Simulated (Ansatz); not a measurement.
# SiH3Cl + HBr: a complex and its separated parts

Aim: how far the complex at one end of a reaction step lies below its separated, relaxed parts, level by level.

The runs use Ansatz 0.2.0, Gaussian basis; PBE0-D4/def2-TZVP structures, single points in def2-TZVPP, no counterpoise correction.

Levels: SPW92, PBE-D4, BLYP-D4, r2SCAN-D4, B97M-V, PBE0-D4, B3LYP-D4, r2SCAN0-D4, BHLYP-D4, CAM-B3LYP-D4, wB97X-V, wB97M-V, B2PLYP, PBE-QIDH, RPA on PBE, Hartree-Fock, MP2, CCSD, CCSD(T).

Correlated methods freeze the cores. Filled d shells of the heavier atoms are correlated. B3LYP uses VWN-RPA correlation. B2PLYP carries no dispersion term here.

94 further runs of the same task are left out: 94 set aside as unsound or not needed.

## Step 1: The system as given

The complex: 7 atoms, charge 0, spin multiplicity 1.

Atoms are counted from 1 here; the program's logs count them from 0.

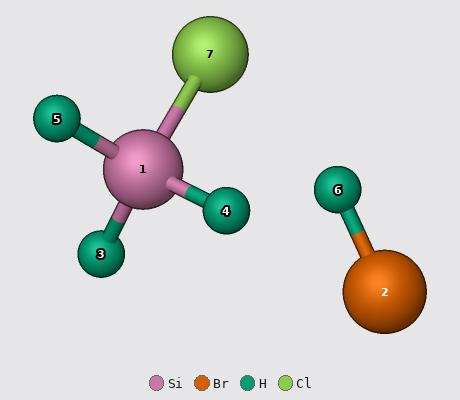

The starting geometry (silicon pink, bromine orange, hydrogen teal, chlorine green); atoms are numbered from 1 in the order of the file.

As a file:

```xyz
7
BrClH4Si
Si   -1.03637    0.30250   -0.13803
Br    2.49611   -1.65028    0.55325
H    -0.87875   -0.79110   -1.12102
H    -1.03484   -0.21854    1.24588
H    -2.26109    1.08765   -0.40873
H     2.13972   -0.31148    0.20994
Cl    0.57512    1.58135   -0.34119
```

Its parts: SiH3Cl holds atoms 1, 3, 4, 5, 7; HBr holds atoms 2, 6. Each part counts its atoms afresh in its own runs.

## Step 2: Relaxing SiH3Cl alone

File relax-a/in.yaml:

```yaml
crystal:
  periodic: [false, false, false]
  atoms:
    - {symbol: Si, position_ang: [-1.036366, 0.302495, -0.138033]}
    - {symbol: H, position_ang: [-0.878755, -0.791099, -1.121016]}
    - {symbol: H, position_ang: [-1.034840, -0.218535, 1.245876]}
    - {symbol: H, position_ang: [-2.261087, 1.087654, -0.408728]}
    - {symbol: Cl, position_ang: [0.575121, 1.581346, -0.341187]}
basis:
  gaussian: {orbitals: def2-TZVP}
hamiltonian: {xc: pbe0, dispersion: d4}
relax: {f_tol: 0.005, max_steps: 200}
```

Run with:

```
$ ansatz run in.yaml --threads 4 --pin off --events-out ev --progress --plain --max-ram 9574MiB
```

What it wrote (excerpt; [...] marks lines left out):

```text
Functional definition: PBE0
  name "PBE0"
  cite "Adamo & Barone, J. Chem. Phys. 110, 6158 (1999) doi:10.1063/1.478522"
  cite "Perdew, Burke & Ernzerhof, Phys. Rev. Lett. 77, 3865 (1996) doi:10.1103/PhysRevLett.77.3865"
  parent pbe
[...]
668 factors; their error is unknown
[...]
mean field -20443.33133080 eV, -751.2785694192 hartree, gradient 8.2e-5 eV, S^2 0.000000; 0 other end points of the search recorded, 0 dependent functions left out
[...]
reference -20443.33135727 eV, -751.2785703919 hartree; 17, 17 occupied and 75, 75 virtual orbitals, 668 factors
[...]
reference -20443.33422356 eV, -751.2786757263 hartree; 17, 17 occupied and 75, 75 virtual orbitals, 668 factors
Total energy: -20443.39654096 eV, -751.2809658484 hartree
Atom 0 at    -1.027604     0.313260    -0.140101 Å, force    -0.000036     0.000171    -0.000055 eV/Å
Atom 1 at    -0.882196    -0.789721    -1.117261 Å, force    -0.000069    -0.000174    -0.000056 eV/Å
Atom 2 at    -1.037707    -0.219138     1.241565 Å, force    -0.000083    -0.000135     0.000131 eV/Å
Atom 3 at    -2.266222     1.079489    -0.407111 Å, force    -0.000069    -0.000068     0.000014 eV/Å
Atom 4 at     0.577803     1.577971    -0.340179 Å, force     0.000257     0.000207    -0.000033 eV/Å
Dipole moment:    -0.204997    -0.161499     0.025548 e Å
```

Run time: 2.5 s. Hardware: 4 threads of Arm Neoverse V1, shared host.

Along the way:

```
step  energy from step 1 (eV)  largest force component (eV/Å)
   1                   0.0000                          0.2566
   2                  -0.0027                          0.0580
   3                  -0.0029                          0.0295
   4                  -0.0029                          0.0003
```

Distances of close pairs at the start and the end, largest changes first:

```
   bond  before (Å)  after (Å)  change (Å)
Si1–Cl5       2.067      2.053      -0.014
 Si1–H3       1.479      1.481      +0.002
 Si1–H2       1.479      1.481      +0.002
 Si1–H4       1.480      1.481      +0.001
```

## Step 3: Relaxing HBr alone

File relax-b/in.yaml:

```yaml
crystal:
  periodic: [false, false, false]
  atoms:
    - {symbol: Br, position_ang: [2.496110, -1.650281, 0.553251]}
    - {symbol: H, position_ang: [2.139716, -0.311480, 0.209938]}
basis:
  gaussian: {orbitals: def2-TZVP}
hamiltonian: {xc: pbe0, dispersion: d4}
relax: {f_tol: 0.005, max_steps: 200}
```

Run with:

```
$ ansatz run in.yaml --threads 4 --pin off --events-out ev --progress --plain --max-ram 9574MiB
```

What it wrote (excerpt; [...] marks lines left out):

```text
[... 5 set-up lines as earlier in the session ...]
[...]
457 factors; their error is unknown
[...]
mean field -70054.57218782 eV, -2574.4580432079 hartree, gradient 2.2e-5 eV, S^2 0.000000; 0 other end points of the search recorded, 0 dependent functions left out
[...]
reference -70054.57279944 eV, -2574.4580656844 hartree; 18, 18 occupied and 36, 36 virtual orbitals, 457 factors
Total energy: -70054.57831875 eV, -2574.4582685156 hartree
Atom 0 at     2.495263    -1.647098     0.552435 Å, force     0.000045    -0.000167     0.000043 eV/Å
Atom 1 at     2.140563    -0.314663     0.210754 Å, force    -0.000045     0.000167    -0.000043 eV/Å
Dipole moment:    -0.049524     0.186037    -0.047706 e Å
```

Wall time 0.9 s (4 threads of Arm Neoverse V1, shared host).

The steps of the relaxation:

```
step  energy from step 1 (eV)  largest force component (eV/Å)
   1                   0.0000                          0.1629
   2                  -0.0006                          0.0288
   3                  -0.0006                          0.0002
```

The bond:

```
  bond  before (Å)  after (Å)  change (Å)
Br1–H2       1.427      1.421      -0.007
```

## Step 4: SPW92/def2-TZVPP

File parta/in.yaml:

```yaml
crystal:
  periodic: [false, false, false]
  atoms:
    - {symbol: Si, position_ang: [-1.027604, 0.313260, -0.140101]}
    - {symbol: H, position_ang: [-0.882196, -0.789721, -1.117261]}
    - {symbol: H, position_ang: [-1.037707, -0.219138, 1.241565]}
    - {symbol: H, position_ang: [-2.266222, 1.079489, -0.407111]}
    - {symbol: Cl, position_ang: [0.577803, 1.577971, -0.340179]}
basis:
  gaussian: {orbitals: def2-TZVPP}
hamiltonian: {xc: lda}
```

File partb/in.yaml:

```yaml
crystal:
  periodic: [false, false, false]
  atoms:
    - {symbol: Br, position_ang: [2.495263, -1.647098, 0.552435]}
    - {symbol: H, position_ang: [2.140563, -0.314663, 0.210754]}
basis:
  gaussian: {orbitals: def2-TZVPP}
hamiltonian: {xc: lda}
```

One command serves all of them, each in its own folder.

Run with:

```
$ ansatz run in.yaml --threads 4 --pin off --events-out ev --progress --plain --max-ram 9574MiB
```

Log of parta (excerpt; [...] marks lines left out):

```text
Functional definition: SPW92
  name "SPW92"
  cite "Dirac, Proc. Camb. Phil. Soc. 26, 376 (1930) doi:10.1017/S0305004100016108"
  cite "Slater, Phys. Rev. 81, 385 (1951) doi:10.1103/PhysRev.81.385"
  cite "Perdew & Wang, Phys. Rev. B 45, 13244 (1992) doi:10.1103/PhysRevB.45.13244"
[...]
759 factors; their error is unknown
[...]
mean field -20377.82344221 eV, -748.8711989164 hartree, gradient 3.4e-5 eV, S^2 0.000000; 0 other end points of the search recorded, 0 dependent functions left out
reference -20377.82347442 eV, -748.8712001001 hartree; 17, 17 occupied and 109, 109 virtual orbitals, 759 factors
Total energy: -20377.82347442 eV, -748.8712001001 hartree
```

Output in partb (excerpt; [...] marks lines left out):

```text
[... 5 set-up lines as earlier in the session ...]
[...]
435 factors; their error is unknown
[...]
mean field -69965.45702801 eV, -2571.1831214891 hartree, gradient 6.0e-6 eV, S^2 0.000000; 0 other end points of the search recorded, 0 dependent functions left out
reference -69965.45704905 eV, -2571.1831222627 hartree; 18, 18 occupied and 44, 44 virtual orbitals, 435 factors
Total energy: -69965.45704905 eV, -2571.1831222627 hartree
```

They took 0.3 s (parta), 0.15 s (partb) on 4 threads of Arm Neoverse V1, shared host.

## Step 5: PBE-D4/def2-TZVPP

The same edit goes into each in.yaml of step 4 (parta, partb):

```diff
-hamiltonian: {xc: lda}
+hamiltonian: {xc: pbe, dispersion: d4}
```

One command serves all of them, each in its own folder.

Run with:

```
$ ansatz run in.yaml --threads 4 --pin off --events-out ev --progress --plain --max-ram 9574MiB
```

parta printed (excerpt; [...] marks lines left out):

```text
Functional definition: PBE
  name "PBE"
[... 2 set-up lines as earlier in the session ...]
[...]
759 factors; their error is unknown
[...]
mean field -20441.42554819 eV, -751.2085332000 hartree, gradient 1.9e-5 eV, S^2 0.000000; 0 other end points of the search recorded, 0 dependent functions left out
reference -20441.42558248 eV, -751.2085344601 hartree; 17, 17 occupied and 109, 109 virtual orbitals, 759 factors
Total energy: -20441.50054114 eV, -751.2112891400 hartree
```

Log of partb (excerpt; [...] marks lines left out):

```text
[... 4 set-up lines as earlier in the session ...]
[...]
435 factors; their error is unknown
[...]
mean field -70052.13668239 eV, -2574.3685400341 hartree, gradient 1.9e-5 eV, S^2 0.000000; 0 other end points of the search recorded, 0 dependent functions left out
reference -70052.13670505 eV, -2574.3685408668 hartree; 18, 18 occupied and 44, 44 virtual orbitals, 435 factors
Total energy: -70052.14349011 eV, -2574.3687902132 hartree
```

Times: 0.5 s (parta), 0.2 s (partb) on 4 threads of Arm Neoverse V1, shared host.

## Step 6: BLYP-D4/def2-TZVPP

The same edit goes into each in.yaml of step 5 (parta, partb):

```diff
-hamiltonian: {xc: pbe, dispersion: d4}
+hamiltonian: {xc: {name: BLYP}, dispersion: d4}
```

The same command starts each run, in its folder.

Run with:

```
$ ansatz run in.yaml --threads 4 --pin off --events-out ev --progress --plain --max-ram 9574MiB
```

Log of parta (excerpt; [...] marks lines left out):

```text
Functional definition: BLYP
  name "BLYP"
  cite "Becke, Phys. Rev. A 38, 3098 (1988) doi:10.1103/PhysRevA.38.3098"
  cite "Lee, Yang & Parr, Phys. Rev. B 37, 785 (1988) doi:10.1103/PhysRevB.37.785"
[...]
759 factors; their error is unknown
[...]
mean field -20450.55191240 eV, -751.5439208986 hartree, gradient 4.0e-5 eV, S^2 0.000000; 0 other end points of the search recorded, 0 dependent functions left out
reference -20450.55221147 eV, -751.5439318895 hartree; 17, 17 occupied and 109, 109 virtual orbitals, 759 factors
Total energy: -20450.72014147 eV, -751.5501032031 hartree
```

Log of partb (excerpt; [...] marks lines left out):

```text
[... 4 set-up lines as earlier in the session ...]
[...]
435 factors; their error is unknown
[...]
mean field -70063.39684325 eV, -2574.7823433134 hartree, gradient 8.5e-5 eV, S^2 0.000000; 0 other end points of the search recorded, 0 dependent functions left out
reference -70063.39705163 eV, -2574.7823509710 hartree; 18, 18 occupied and 44, 44 virtual orbitals, 435 factors
Total energy: -70063.41302354 eV, -2574.7829379280 hartree
```

Wall times: 0.5 s (parta), 0.2 s (partb) on 4 threads of Arm Neoverse V1, shared host.

## Step 7: r2SCAN-D4/def2-TZVPP

Each input of step 6 (parta, partb) changes in the same lines:

```diff
-hamiltonian: {xc: {name: BLYP}, dispersion: d4}
+hamiltonian: {xc: r2scan, dispersion: d4}
```

One command serves all of them, each in its own folder.

Run with:

```
$ ansatz run in.yaml --threads 4 --pin off --events-out ev --progress --plain --max-ram 9574MiB
```

Output in parta (excerpt; [...] marks lines left out):

```text
Functional definition: r2SCAN
  name "r2SCAN"
  cite "Furness, Kaplan, Ning, Perdew & Sun, J. Phys. Chem. Lett. 11, 8208 (2020) doi:10.1021/acs.jpclett.0c02405"
  cite "Furness, Kaplan, Ning, Perdew & Sun, J. Phys. Chem. Lett. 11, 9248 (2020) doi:10.1021/acs.jpclett.0c03077"
  parent r2scan
[...]
759 factors; their error is unknown
[...]
mean field -20449.27885400 eV, -751.4971368654 hartree, gradient 4.9e-5 eV, S^2 0.000000; 0 other end points of the search recorded, 0 dependent functions left out
reference -20449.27886387 eV, -751.4971372280 hartree; 17, 17 occupied and 109, 109 virtual orbitals, 759 factors
Total energy: -20449.29514893 eV, -751.4977356929 hartree
```

Output in partb (excerpt; [...] marks lines left out):

```text
[... 5 set-up lines as earlier in the session ...]
[...]
435 factors; their error is unknown
[...]
mean field -70062.28305426 eV, -2574.7414123229 hartree, gradient 2.3e-5 eV, S^2 0.000000; 0 other end points of the search recorded, 0 dependent functions left out
reference -70062.28306036 eV, -2574.7414125473 hartree; 18, 18 occupied and 44, 44 virtual orbitals, 435 factors
Total energy: -70062.28451946 eV, -2574.7414661680 hartree
```

Times: 1.2 s (parta), 0.6 s (partb) on 4 threads of Arm Neoverse V1, shared host.

## Step 8: B97M-V/def2-TZVPP

Each input of step 7 (parta, partb) changes in the same lines:

```diff
-hamiltonian: {xc: r2scan, dispersion: d4}
+hamiltonian: {xc: {name: B97M-V}}
```

The same command starts each run, in its folder.

Run with:

```
$ ansatz run in.yaml --threads 4 --pin off --events-out ev --progress --plain --max-ram 9574MiB
```

Output in parta (excerpt; [...] marks lines left out):

```text
Functional definition: B97M-V
  name "B97M-V"
  cite "Mardirossian & Head-Gordon, J. Chem. Phys. 142, 074111 (2015) doi:10.1063/1.4907719"
  cite "Becke, J. Chem. Phys. 107, 8554 (1997) doi:10.1063/1.475007"
  cite "Vydrov & Van Voorhis, J. Chem. Phys. 133, 244103 (2010) doi:10.1063/1.3521275"
  # Of w^i u^j: cxij and so on, Table III.
[...]
  gx(w, u) = cx00 + cx01*u + cx02*u^2 + (cx10 + cx11*u)*w
[...]
  gos(w, u) = cos00 + cos01*u + cos03*u^3 + cos10*w + cos32*w^3*u^2
[...]
      + integral(e_c_pw_mod_opposite_spin*gos(b97_w_opposite, b97_u_opposite)) + vv10(b, c)
759 factors; their error is unknown
[...]
mean field -20445.62347722 eV, -751.3628042464 hartree, gradient 3.6e-5 eV, S^2 0.000000; 0 other end points of the search recorded, 0 dependent functions left out
reference -20445.62352739 eV, -751.3628060902 hartree; 17, 17 occupied and 109, 109 virtual orbitals, 759 factors
Total energy: -20445.62352739 eV, -751.3628060902 hartree
```

Log of partb (excerpt; [...] marks lines left out):

```text
[... 5 set-up lines as earlier in the session ...]
  # Of w^i u^j: cxij and so on, Table III.
[...]
  gx(w, u) = cx00 + cx01*u + cx02*u^2 + (cx10 + cx11*u)*w
[...]
  gos(w, u) = cos00 + cos01*u + cos03*u^3 + cos10*w + cos32*w^3*u^2
[...]
      + integral(e_c_pw_mod_opposite_spin*gos(b97_w_opposite, b97_u_opposite)) + vv10(b, c)
435 factors; their error is unknown
[...]
mean field -70050.13092741 eV, -2574.2948298981 hartree, gradient 1.6e-5 eV, S^2 0.000000; 0 other end points of the search recorded, 0 dependent functions left out
reference -70050.13095925 eV, -2574.2948310684 hartree; 18, 18 occupied and 44, 44 virtual orbitals, 435 factors
Total energy: -70050.13095925 eV, -2574.2948310684 hartree
```

Times: 2 s (parta), 0.7 s (partb) on 4 threads of Arm Neoverse V1, shared host.

## Step 9: PBE0-D4/def2-TZVPP

Each input of step 8 (parta, partb) changes in the same lines:

```diff
-hamiltonian: {xc: {name: B97M-V}}
+hamiltonian: {xc: pbe0, dispersion: d4}
+output: {orbitals: {seedname: orbitals}}
```

Each run has its own folder and the same command.

Run with:

```
$ ansatz run in.yaml --threads 4 --pin off --events-out ev --progress --plain --max-ram 9574MiB
```

parta printed (excerpt; [...] marks lines left out):

```text
[... 5 set-up lines as earlier in the session ...]
[...]
793 factors; their error is unknown
[...]
mean field -20443.34834784 eV, -751.2791947841 hartree, gradient 2.5e-5 eV, S^2 0.000000; 0 other end points of the search recorded, 0 dependent functions left out
reference -20443.34837382 eV, -751.2791957386 hartree; 17, 17 occupied and 109, 109 virtual orbitals, 793 factors
Total energy: -20443.41069121 eV, -751.2814858607 hartree
```

Log of partb (excerpt; [...] marks lines left out):

```text
[... 5 set-up lines as earlier in the session ...]
[...]
472 factors; their error is unknown
[...]
mean field -70054.59430825 eV, -2574.4588561187 hartree, gradient 7.1e-6 eV, S^2 0.000000; 0 other end points of the search recorded, 0 dependent functions left out
reference -70054.59432551 eV, -2574.4588567530 hartree; 18, 18 occupied and 44, 44 virtual orbitals, 472 factors
Total energy: -70054.59984483 eV, -2574.4590595842 hartree
```

They took 0.6 s (parta), 0.25 s (partb) on 4 threads of Arm Neoverse V1, shared host.

## Step 10: B3LYP-D4/def2-TZVPP

The same edit goes into each in.yaml of step 9 (parta, partb):

```diff
-hamiltonian: {xc: pbe0, dispersion: d4}
-output: {orbitals: {seedname: orbitals}}
+hamiltonian: {xc: {name: B3LYP}, dispersion: d4}
```

The same command starts each run, in its folder.

Run with:

```
$ ansatz run in.yaml --threads 4 --pin off --events-out ev --progress --plain --max-ram 9574MiB
```

parta printed (excerpt; [...] marks lines left out):

```text
Functional definition: B3LYP
  name "B3LYP"
  cite "Stephens, Devlin, Chabalowski & Frisch, J. Phys. Chem. 98, 11623 (1994) doi:10.1021/j100096a001"
[... 2 set-up lines as earlier in the session ...]
  cite "Vosko, Wilk & Nusair, Can. J. Phys. 58, 1200 (1980) doi:10.1139/p80-159"
[...]
781 factors; their error is unknown
[...]
mean field -20452.02733407 eV, -751.5981416451 hartree, gradient 2.6e-5 eV, S^2 0.000000; 0 other end points of the search recorded, 0 dependent functions left out
reference -20452.02755848 eV, -751.5981498921 hartree; 17, 17 occupied and 109, 109 virtual orbitals, 781 factors
Total energy: -20452.15064686 eV, -751.6026733063 hartree
```

partb printed (excerpt; [...] marks lines left out):

```text
[... 6 set-up lines as earlier in the session ...]
[...]
472 factors; their error is unknown
[...]
mean field -70063.59659714 eV, -2574.7896841335 hartree, gradient 6.2e-6 eV, S^2 0.000000; 0 other end points of the search recorded, 0 dependent functions left out
reference -70063.59675433 eV, -2574.7896899100 hartree; 18, 18 occupied and 44, 44 virtual orbitals, 472 factors
Total energy: -70063.60788775 eV, -2574.7900990555 hartree
```

They took 0.65 s (parta), 0.25 s (partb) on 4 threads of Arm Neoverse V1, shared host.

## Step 11: r2SCAN0-D4/def2-TZVPP

Each input of step 10 (parta, partb) changes in the same lines:

```diff
-hamiltonian: {xc: {name: B3LYP}, dispersion: d4}
+hamiltonian: {xc: {name: r2SCAN0}, dispersion: d4}
```

The same command starts each run, in its folder.

Run with:

```
$ ansatz run in.yaml --threads 4 --pin off --events-out ev --progress --plain --max-ram 9574MiB
```

Log of parta (excerpt; [...] marks lines left out):

```text
Functional definition: r2SCAN0
  name "r2SCAN0"
  cite "Bursch, Neugebauer, Ehlert & Grimme, J. Chem. Phys. 156, 134105 (2022) doi:10.1063/5.0086040"
[... 3 set-up lines as earlier in the session ...]
[...]
793 factors; their error is unknown
[...]
mean field -20449.12840597 eV, -751.4916080021 hartree, gradient 3.3e-5 eV, S^2 0.000000; 0 other end points of the search recorded, 0 dependent functions left out
reference -20449.12841383 eV, -751.4916082912 hartree; 17, 17 occupied and 109, 109 virtual orbitals, 793 factors
Total energy: -20449.14797684 eV, -751.4923272185 hartree
```

Output in partb (excerpt; [...] marks lines left out):

```text
[... 6 set-up lines as earlier in the session ...]
[...]
472 factors; their error is unknown
[...]
mean field -70062.25259091 eV, -2574.7402928154 hartree, gradient 7.3e-6 eV, S^2 0.000000; 0 other end points of the search recorded, 0 dependent functions left out
reference -70062.25259579 eV, -2574.7402929950 hartree; 18, 18 occupied and 44, 44 virtual orbitals, 472 factors
Total energy: -70062.25431065 eV, -2574.7403560146 hartree
```

Times: 1.3 s (parta), 0.55 s (partb) on 4 threads of Arm Neoverse V1, shared host.

## Step 12: BHLYP-D4/def2-TZVPP

The same edit goes into each in.yaml of step 11 (parta, partb):

```diff
-hamiltonian: {xc: {name: r2SCAN0}, dispersion: d4}
+hamiltonian: {xc: {name: BHLYP}, dispersion: d4}
```

One command serves all of them, each in its own folder.

Run with:

```
$ ansatz run in.yaml --threads 4 --pin off --events-out ev --progress --plain --max-ram 9574MiB
```

parta printed (excerpt; [...] marks lines left out):

```text
Functional definition: BHLYP
  name "BHLYP"
  cite "Becke, J. Chem. Phys. 98, 1372 (1993) doi:10.1063/1.464304"
[... 2 set-up lines as earlier in the session ...]
[...]
831 factors; their error is unknown
[...]
mean field -20450.95223745 eV, -751.5586325729 hartree, gradient 3.0e-5 eV, S^2 0.000000; 0 other end points of the search recorded, 0 dependent functions left out
reference -20450.95239042 eV, -751.5586381945 hartree; 17, 17 occupied and 109, 109 virtual orbitals, 831 factors
Total energy: -20451.05059040 eV, -751.5622469773 hartree
```

partb printed (excerpt; [...] marks lines left out):

```text
[... 5 set-up lines as earlier in the session ...]
[...]
514 factors; their error is unknown
[...]
mean field -70062.48031339 eV, -2574.7486614621 hartree, gradient 8.3e-6 eV, S^2 0.000000; 0 other end points of the search recorded, 0 dependent functions left out
reference -70062.48042124 eV, -2574.7486654255 hartree; 18, 18 occupied and 44, 44 virtual orbitals, 514 factors
Total energy: -70062.48828075 eV, -2574.7489542574 hartree
```

Times: 0.6 s (parta), 0.25 s (partb) on 4 threads of Arm Neoverse V1, shared host.

(Part 1 of 2 ends here.)
